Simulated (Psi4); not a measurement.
# One shape, several levels: doublet WCl4O+

Wanted: a comparison of 5 runs (UB3LYP/def2-SVP, UBLYP/def2-SVP, UM06-2X/def2-SVP, UPBE/def2-SVP, UPBE0/def2-SVP) of doublet WCl4O+. 

Program for the calculation: Psi4 1.11.

## Step 1: The molecule

WCl4O+ has 6 atoms, charge +1, and is taken as a doublet. SMILES of the parent species: `O=[W](Cl)(Cl)(Cl)Cl`. Geometry: relaxed at PBE0-D4/def2-TZVP. That shape belongs to the parent species and isn't relaxed for this state.

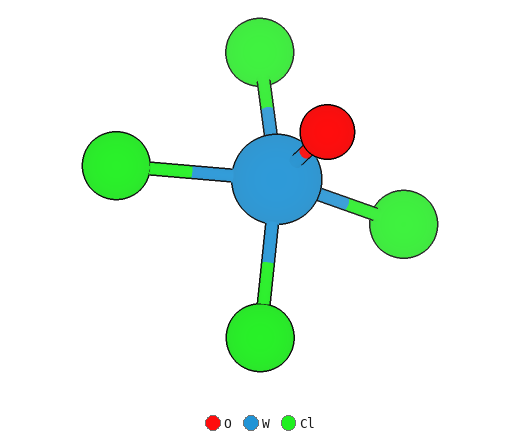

Viewed from a chosen angle; oxygen red, tungsten blue, chlorine green.

## Step 2: A single-point energy at UB3LYP/def2-SVP (core potential) (run 1)

File cl4ow.xyz:

```xyz
6
Cl4OW
O     -0.010050    -1.747150     0.186510
W     -0.000510    -0.089070     0.009510
Cl     1.915280     0.567920     1.072290
Cl    -1.910010     0.350500    -1.170330
Cl     1.129180     0.249450    -1.950250
Cl    -1.123900     0.668360     1.852270
```

File calc.py:

```python
import psi4

psi4.set_memory(2200000000)
psi4.set_num_threads(1)
psi4.set_output_file('cl4ow.out', False)

with open('cl4ow.xyz') as f:
    atoms = ''.join(f.readlines()[2:])
geom = psi4.geometry('1 2\n' + atoms + 'symmetry c1')

psi4.set_options({
    'basis': 'def2-SVP',
    'reference': 'uks',
    'puream': True,
    'e_convergence': 1e-09,
    'd_convergence': 1e-08,
    'scf_type': 'pk',
    'dft_radial_points': 99,
    'dft_spherical_points': 590,
    'maxiter': 100,
})

energy_value, wavefunction = psi4.energy("b3lyp", return_wfn=True)
psi4.oeprop(wavefunction, "WIBERG_LOWDIN_INDICES", "LOWDIN_CHARGES", "DIPOLE", title="B3LYP")
print(f'total energy {energy_value:.8f} hartree = {energy_value * 27.211386:.5f} eV')
```

Run with:

```bash
python calc.py
```

cl4ow.out:

```text
[...]
    !!!  WARNING: ECP capability is in beta. Please check occupations closely.  !!!
[...]
  Running in c1 symmetry.
[...]
  Nuclear repulsion =  611.276188558366357
[...]
  Multiplicity = 2
[...]
  Nalpha       = 45
  Nbeta        = 44
[...]
    Number of basis functions: 118
[...]
   @UKS iter   1: -1981.65720877673402    4.93913e-01   1.04135e-02 ADIIS/DIIS
[...]
   @UKS iter  20: -1982.39068975557757   -3.41061e-12   6.44477e-09 DIIS
[...]
   @S^2 Observed:                7.593964502E-01
[...]
    Orbital Energies [Eh]
    ---------------------
    Alpha Occupied:
       1A   -101.759695     2A   -101.759679     3A   -101.759665
       4A   -101.759659     5A    -19.427255     6A     -9.713536
       7A     -9.713522     8A     -9.713520     9A     -9.713515
      10A     -7.479622    11A     -7.479609    12A     -7.479603
      13A     -7.479597    14A     -7.477020    15A     -7.476994
      16A     -7.476987    17A     -7.476982    18A     -7.472226
      19A     -7.472222    20A     -7.472219    21A     -7.472215
      22A     -3.335037    23A     -1.992901    24A     -1.976426
      25A     -1.976426    26A     -1.170849    27A     -1.081319
      28A     -1.058789    29A     -1.054194    30A     -1.054186
      31A     -0.677531    32A     -0.670121    33A     -0.670119
      34A     -0.667403    35A     -0.657768    36A     -0.653352
[...]
  @UKS Final Energy: -1982.39068975557757
   => Energetics <=
    Nuclear Repulsion Energy =            611.2761885583663570
    One-Electron Energy =               -3956.5230706869219830
    Two-Electron Energy =                1466.7470233029528117
    DFT Exchange-Correlation Energy =    -103.8908309299747543
    Empirical Dispersion Energy =           0.0000000000000000
    VV10 Nonlocal Energy =                  0.0000000000000000
    Total Energy =                      -1982.3906897555775686
[...]
 Multipole Moments:
 ------------------------------------------------------------------------------------
     Multipole            Electronic (a.u.)      Nuclear  (a.u.)        Total (a.u.)
 ------------------------------------------------------------------------------------
 L = 1.  Multiply by 2.5417464519 to convert [e a0] to [Debye]
 Dipole X            :         -0.1125101            0.1162616            0.0037515
 Dipole Y            :        -19.6152853           20.2699371            0.6546518
 Dipole Z            :          2.0940817           -2.1639558           -0.0698742
 Magnitude           :                                                    0.6583809
[...]
```

On the terminal:

```text
total energy -1982.39068976 hartree = -53943.59826 eV
```

Run time: 60 s. Hardware: 1 thread of Intel Xeon Platinum 8259CL at 2.50GHz (Skylake/Cascade Lake), shared host; peak memory 0.68 GiB.

## Step 3: Energy and forces at UBLYP/def2-SVP (core potential) (run 2)

File calc.dat:

```
memory 2200 MB

molecule {
  1 2
  O     -0.01899175    -3.30163500     0.35245282
  W     -0.00096376    -0.16831791     0.01797130
  Cl     3.61935465     1.07321326     2.02633443
  Cl    -3.60939580     0.66234901    -2.21160318
  Cl     2.13384095     0.47139218    -3.68543837
  Cl    -2.12386319     1.26301735     3.50028301
  units bohr
  symmetry c1
  no_reorient
  no_com
}

set {
  reference uks
  puream true
  e_convergence 1e-09
  d_convergence 1e-08
  scf_type pk
  dft_radial_points 99
  dft_spherical_points 590
  maxiter 100
}

E, wfn = gradient('blyp/def2-SVP', return_wfn=True)
```

Run with:

```bash
psi4 -i calc.dat -o calc.out -n 1
```

calc.out:

```text
[...]
    !!!  WARNING: ECP capability is in beta. Please check occupations closely.  !!!
[...]
  Running in c1 symmetry.
[...]
  Nuclear repulsion =  611.276188651592065
[...]
  Multiplicity = 2
[...]
  Nalpha       = 45
  Nbeta        = 44
[...]
    Number of basis functions: 118
[...]
   @UKS iter   1: -1981.52200102666598    6.04214e-01   1.10562e-02 ADIIS/DIIS
[...]
   @UKS iter  20: -1982.32539467393190   -9.77707e-12   6.40075e-09 DIIS
[...]
   @S^2 Observed:                7.535128983E-01
[...]
  @UKS Final Energy: -1982.32539467393190
   => Energetics <=
    Nuclear Repulsion Energy =            611.2761886515920651
    One-Electron Energy =               -3956.9174504970437738
    Two-Electron Energy =                1492.0912342549199820
    DFT Exchange-Correlation Energy =    -128.7753670834005106
    Empirical Dispersion Energy =           0.0000000000000000
    VV10 Nonlocal Energy =                  0.0000000000000000
    Total Energy =                      -1982.3253946739318962
[...]
 Multipole Moments:
 ------------------------------------------------------------------------------------
     Multipole            Electronic (a.u.)      Nuclear  (a.u.)        Total (a.u.)
 ------------------------------------------------------------------------------------
 L = 1.  Multiply by 2.5417464519 to convert [e a0] to [Debye]
 Dipole X            :         -0.1691844            0.1734957            0.0043113
 Dipole Y            :        -29.4708811           30.2199899            0.7491088
 Dipole Z            :          3.1460269           -3.2259891           -0.0799622
 Magnitude           :                                                    0.7533768
[...]
  -Total Gradient:
     Atom            X                  Y                   Z
    ------   -----------------  -----------------  -----------------
       1        0.000189799201     0.033033633418    -0.003527211907
       2       -0.000054958359    -0.009793708208     0.001047625407
       3       -0.015643835596    -0.006695330365    -0.008533246289
       4        0.015575077480    -0.004920693027     0.009771690571
       5       -0.009228139825    -0.004100608258     0.016136782953
       6        0.009162087250    -0.007519055400    -0.014896094517
[...]
```

It took 73 s on 1 thread of Intel Xeon Platinum 8259CL at 2.50GHz (Skylake/Cascade Lake), shared host; peak memory 0.69 GiB.

Runs 3 to 4 aren't shown in full; the table further down has their settings and results.

## Step 4: A single-point energy at UPBE0/def2-SVP (core potential) (run 5)

File cl4ow.inp:

```
memory 2200 mb

molecule m {
  1 2
  O     -0.01899175    -3.30163500     0.35245282
  W     -0.00096376    -0.16831791     0.01797130
  Cl     3.61935465     1.07321326     2.02633443
  Cl    -3.60939580     0.66234901    -2.21160318
  Cl     2.13384095     0.47139218    -3.68543837
  Cl    -2.12386319     1.26301735     3.50028301
  units au
  symmetry c1
}

set reference uks
set puream true
set e_convergence 1e-09
set d_convergence 1e-08
set scf_type pk
set dft_radial_points 99
set dft_spherical_points 590
set maxiter 100

result, w = energy('pbe0/def2-SVP', return_wfn=True)
oeprop(w, 'DIPOLE', 'MAYER_INDICES', 'WIBERG_LOWDIN_INDICES', title='PBE0')
```

Run with:

```bash
psi4 cl4ow.inp cl4ow.out -n 1
```

cl4ow.out:

```text
[...]
    !!!  WARNING: ECP capability is in beta. Please check occupations closely.  !!!
[...]
  Running in c1 symmetry.
[...]
  Nuclear repulsion =  611.276188651592065
[...]
  Multiplicity = 2
[...]
  Nalpha       = 45
  Nbeta        = 44
[...]
    Number of basis functions: 118
[...]
   @UKS iter   1: -1980.94965226899353    4.50280e-01   9.89082e-03 ADIIS/DIIS
[...]
   @UKS iter  21: -1981.61623135156742   -7.73070e-12   8.07049e-09 DIIS
[...]
   @S^2 Observed:                7.621826010E-01
[...]
    Orbital Energies [Eh]
    ---------------------
    Alpha Occupied:
       1A   -101.939665     2A   -101.939649     3A   -101.939636
       4A   -101.939629     5A    -19.508853     6A     -9.790244
       7A     -9.790233     8A     -9.790229     9A     -9.790226
      10A     -7.528980    11A     -7.528968    12A     -7.528962
      13A     -7.528956    14A     -7.526152    15A     -7.526129
      16A     -7.526122    17A     -7.526116    18A     -7.521324
      19A     -7.521320    20A     -7.521317    21A     -7.521313
      22A     -3.365501    23A     -2.017026    24A     -1.997973
      25A     -1.997972    26A     -1.199564    27A     -1.106010
      28A     -1.082730    29A     -1.077936    30A     -1.077928
      31A     -0.694688    32A     -0.687008    33A     -0.687006
      34A     -0.683584    35A     -0.674926    36A     -0.670172
[...]
  @UKS Final Energy: -1981.61623135156742
   => Energetics <=
    Nuclear Repulsion Energy =            611.2761886515920651
    One-Electron Energy =               -3956.0885854744597054
    Two-Electron Energy =                1460.0504201067012673
    DFT Exchange-Correlation Energy =     -96.8542546354012046
    Empirical Dispersion Energy =           0.0000000000000000
    VV10 Nonlocal Energy =                  0.0000000000000000
    Total Energy =                      -1981.6162313515674214
[...]
 Multipole Moments:
 ------------------------------------------------------------------------------------
     Multipole            Electronic (a.u.)      Nuclear  (a.u.)        Total (a.u.)
 ------------------------------------------------------------------------------------
 L = 1.  Multiply by 2.5417464519 to convert [e a0] to [Debye]
 Dipole X            :         -0.1126090            0.1162615            0.0036525
 Dipole Y            :        -19.6312378           20.2699372            0.6386995
 Dipole Z            :          2.0957863           -2.1639560           -0.0681697
 Magnitude           :                                                    0.6423375
[...]
```

Run time: 60 s. Hardware: 1 thread of Intel Xeon Platinum 8259CL at 2.50GHz (Skylake/Cascade Lake), shared host; peak memory 0.69 GiB.

## Step 5: The series

| run | level | task | properties | energy (Eh) | HOMO energy (eV) | LUMO energy (eV) | ⟨S²⟩ | wall time |
| --- | --- | --- | --- | --- | --- | --- | --- | --- |
| 1 | UB3LYP/def2-SVP (core potential) | energy | (wiberg, lowdin, dipole) | -1982.390690 | -14.49 | -12.89 | 0.759 | 60 s |
| 2 | UBLYP/def2-SVP (core potential) | gradient | – | -1982.325395 | -13.39 | -12.85 | 0.754 | 73 s |
| 3 | UM06-2X/def2-SVP (core potential) | gradient | – | -1982.076558 | -15.60 | -12.56 | 0.767 | 3 min |
| 4 | UPBE/def2-SVP (core potential) | gradient | – | -1981.573607 | -13.66 | -13.10 | 0.754 | 76 s |
| 5 | UPBE0/def2-SVP (core potential) | energy | (dipole, mayer, wiberg) | -1981.616231 | -14.76 | -12.92 | 0.762 | 60 s |

## Step 6: What came out

```
                                 quantity           value
                      run 5: total energy  -1981.61623 Eh
run 5: HOMO energy (highest over α and β)       -14.76 eV
 run 5: LUMO energy (lowest over α and β)       -12.92 eV
                              run 5: ⟨S²⟩           0.762
```

In words: Totals of different functionals can't be ranked against each other. All runs together took 7.5 min, the longest 3 min.
